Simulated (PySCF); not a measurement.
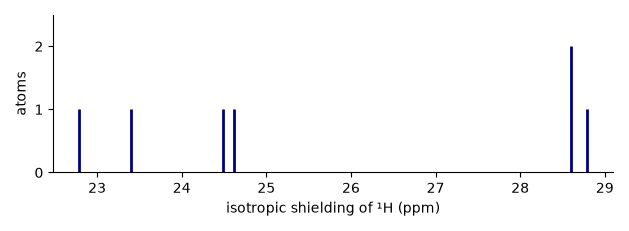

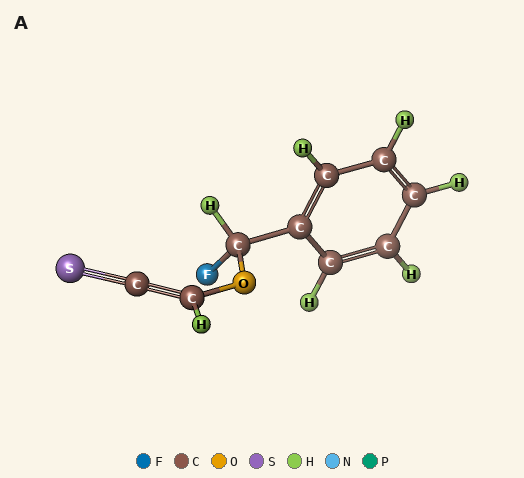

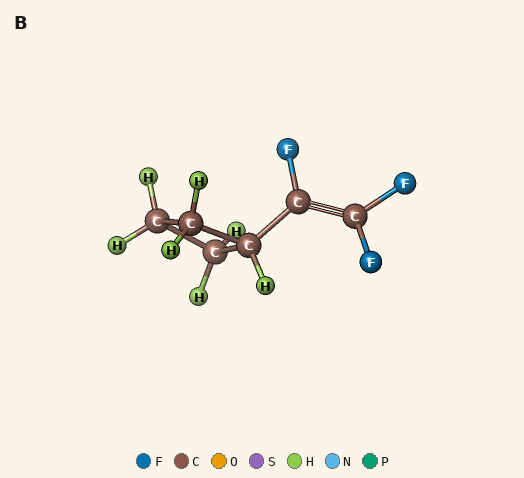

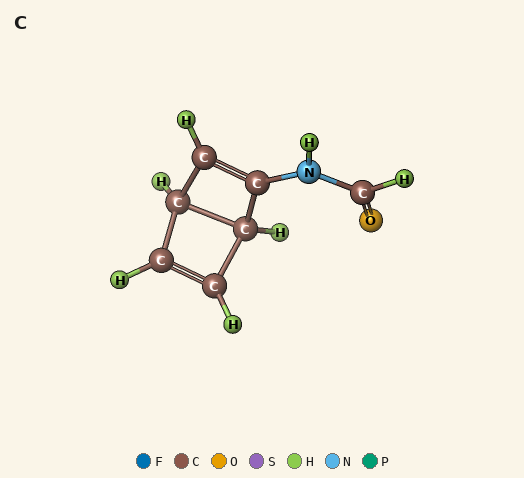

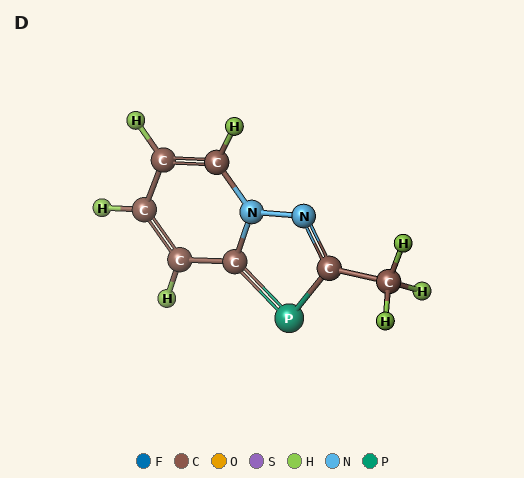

The sticks are computed shieldings of one of the molecules, for one fixed geometry (GFN2-xTB) without averaging over rotations. Low shielding means a high chemical shift. Method: GIAO PBE0/pcSseg-1 NMR shielding, non-relativistic, gas phase (PySCF 2.14.0).

> Match the spectrum to a structure.

D, `Cc1nn2ccccc2p1`. Its 7 H atoms give lines at 22.78, 23.40, 24.49, 24.61, 28.60 (2 atoms), 28.79 ppm.

The geometry is semi-empirical. Around P such bond lengths and angles can be off by a tenth of an ångström or more and by several degrees, and values that hang on the shape move with them.
